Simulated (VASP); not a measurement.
Band structure of BaZrO₃ (cubic perovskite). Computed with rev-vdW-DF2, VASP's PBE PAW potentials (set 64) (plane waves; VASP 6.6.1).

Unless said otherwise, spin-orbit coupling is left out, though it shifts the bands of the heavy elements here.

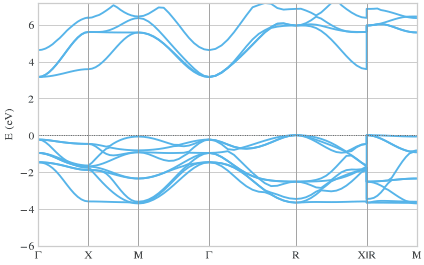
Figure: Bands along high-symmetry lines, zero at the valence-band maximum or, without a gap, the Fermi level

Question: Read the plot: is there a gap, and where are the band edges?

Answer: The gap is indirect, 3.16 eV, from the valence maximum at R to the conduction minimum at Γ. (Edges off the drawn lines would not show.)

The compound is BaZrO3 in the cubic perovskite structure. It was relaxed first.
